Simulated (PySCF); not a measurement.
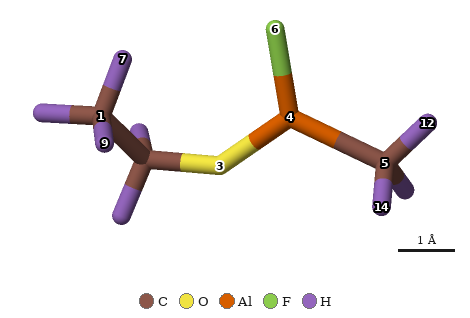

Fig. 1: The structure (stick view, seen at a tilt; atoms are numbered from 1 in the order of the input). Sticks mark near contacts. Bond lengths as drawn: Al–C 1.93 Å, Al–F 1.67 Å, Al–O 1.69 Å, C–C 1.52 Å, C–H 1.10 to 1.11 Å and C–O 1.39 Å.

# NMR shielding calculation, with input and output: C$_{3}$H$_{8}$AlFO

System: C$_{3}$H$_{8}$AlFO.
Method: GIAO PBE0/def2-SVP NMR shielding, non-relativistic, gas phase (PySCF 2.14.0).

The geometry comes from this level: PBE0-D3(BJ)/def2-SVP. Figures and captions count atoms from 1; the log counts them from 0 in places.

Input file
```
{"job": {"kind": "nmr", "xc": "PBE0", "basis": "def2-SVP", "pop": true}, "charge": 0, "multiplicity": 1}
C     -2.287878    -0.150592     0.380976
C     -1.257009    -1.027844    -0.302521
O      0.054825    -0.669453     0.004224
Al     1.018251     0.688386     0.282151
C      2.869013     0.489594     0.799575
F      0.339517     2.202660     0.093208
H     -2.171599     0.902643     0.080618
H     -3.309992    -0.470701     0.125427
H     -2.178306    -0.207888     1.475935
H     -1.410898    -2.080743    -0.003442
H     -1.408405    -0.992723    -1.398592
H      3.406962     1.449057     0.807916
H      3.393564    -0.198968     0.117931
H      2.937965     0.052877     1.809449
```

The first line tells a small driver script what to run in PySCF; the rest is the geometry in Å.

Run as:
```bash
OMP_NUM_THREADS=1 python <driver script> task.json out
```

What the program printed
```
coarse grid: 12016 points
cycle   1  E = -535.7812783874  dE =  2.769e-01  |g| = 9.248e-01  |ddm| = 3.583e+00
cycle   2  E = -535.5564593936  dE =  2.248e-01  |g| = 1.442e+00  |ddm| = 1.841e+00
cycle   3  E = -535.9433216292  dE = -3.869e-01  |g| = 1.369e-01  |ddm| = 1.189e+00
cycle   4  E = -535.9471034323  dE = -3.782e-03  |g| = 4.838e-02  |ddm| = 1.442e-01
cycle   5  E = -535.9475635993  dE = -4.602e-04  |g| = 1.345e-02  |ddm| = 4.116e-02
cycle   6  E = -535.9475951700  dE = -3.157e-05  |g| = 3.128e-03  |ddm| = 1.186e-02
cycle   7  E = -535.9475972032  dE = -2.033e-06  |g| = 4.005e-04  |ddm| = 2.620e-03
final grid: 111304 points
cycle   8  E = -536.0275366710  dE = -2.069e-05  |g| = 1.012e-02  |ddm| = 2.270e-02
cycle   9  E = -536.0275146532  dE =  2.202e-05  |g| = 1.462e-02  |ddm| = 1.801e-02
cycle  10  E = -536.0275588193  dE = -4.417e-05  |g| = 1.439e-03  |ddm| = 1.084e-02
cycle  11  E = -536.0275592834  dE = -4.641e-07  |g| = 1.299e-04  |ddm| = 1.336e-03
cycle  12  E = -536.0275592860  dE = -2.660e-09  |g| = 7.311e-05  |ddm| = 1.391e-04
cycle  13  E = -536.0275592869  dE = -8.583e-10  |g| = 1.758e-05  |ddm| = 6.019e-05
```

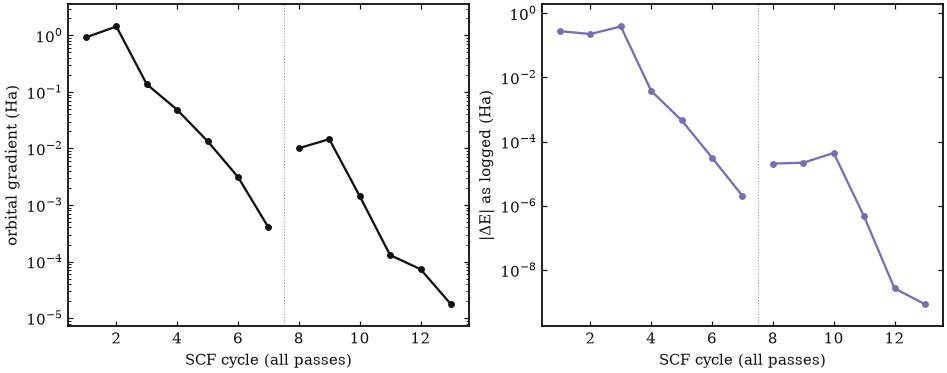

Fig. 2: Convergence of the self-consistent field: orbital gradient and size of the energy change against the SCF cycle. The dotted line marks the change from a coarse to the final integration grid. The first 7 cycles use a coarse grid, the final grid takes over at cycle 8, and the field converges after 13 cycles in all.

```
converged SCF energy = -536.0275592869

GIAO shielding tensors (ppm)
atom      isotropic    diamagn.    paramagn.     s11        s22        s33       span
  0 C      172.211     247.910     -75.699    151.498    172.821    192.314     40.816
  1 C      135.504     239.172    -103.668    108.251    119.324    178.938     70.687
  2 O      271.859     395.854    -123.995    220.683    286.315    308.579     87.896
  3 Al     479.107     800.422    -321.315    427.545    442.779    566.997    139.452
  4 C      211.350     249.116     -37.766    206.410    209.952    217.687     11.277
  5 F      326.672     469.812    -143.140    243.959    312.544    423.512    179.554
  6 H       29.834      31.476      -1.642     25.911     29.716     33.876      7.964
  7 H       30.460      27.509       2.951     26.678     27.372     37.331     10.653
  8 H       30.290      30.624      -0.335     27.523     28.591     34.755      7.232
  9 H       27.670      28.548      -0.877     22.382     27.346     33.283     10.901
 10 H       27.472      29.648      -2.176     22.453     26.947     33.017     10.564
 11 H       32.036      28.417       3.620     27.241     28.633     40.235     12.994
 12 H       31.851      29.828       2.023     27.161     28.966     39.425     12.264
 13 H       31.823      29.715       2.108     27.232     29.009     39.229     11.997
```

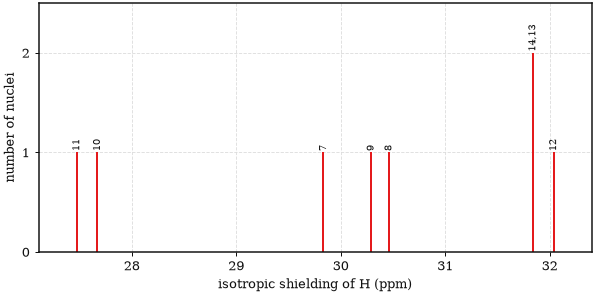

Fig. 3: Isotropic shieldings of the hydrogen nuclei in this fixed geometry, labelled by atom number; shielding grows to the right, so chemical shift grows to the left. The least shielded is H11 (27.5 ppm), the most shielded H12 (32.0 ppm).

Results in brief

```csv
quantity,value
outcome,converged
total energy,−536.027559 hartree
HOMO,−7.96 eV
LUMO,0.13 eV
dipole moment,1.07 D
"isotropic shielding, C",135.5 to 211.3 ppm
"isotropic shielding, O",271.9 ppm
"isotropic shielding, Al",479.1 ppm
"isotropic shielding, F",326.7 ppm
"isotropic shielding, H",27.5 to 32.0 ppm
hardware,"1 CPU thread, shared host"
wall time,16 s
peak memory,0.67 GiB
```
